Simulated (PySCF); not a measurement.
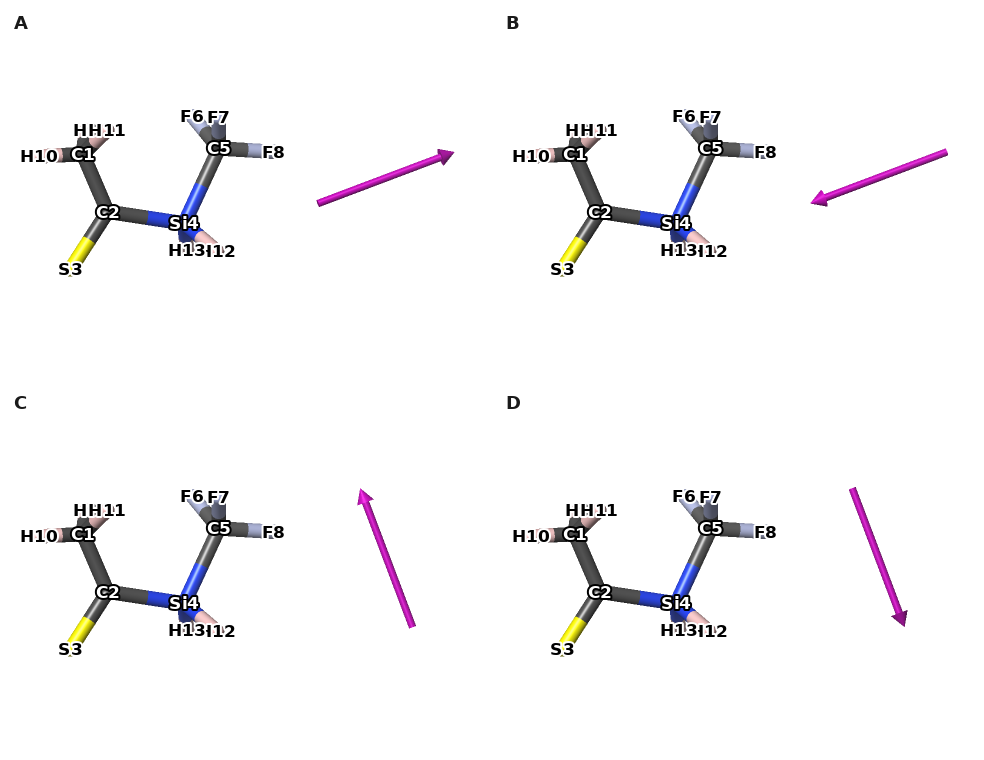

The same molecule four times, each with an arrow. Computed geometry: GFN2-xTB optimisation. No frequency run is at hand to confirm it as a minimum. Method: PBE0/pcSseg-1, gas phase (PySCF 2.14.0).

Which arrow points along the dipole moment, from the negative to the positive end?

B. The dipole moment is 0.46 D; it points from the side of F8 to the side of S3 (the outermost atoms at the two ends).

The geometry is semi-empirical. Around Si such bond lengths and angles can be off by a tenth of an ångström or more and by several degrees, and values that hang on the shape move with them.
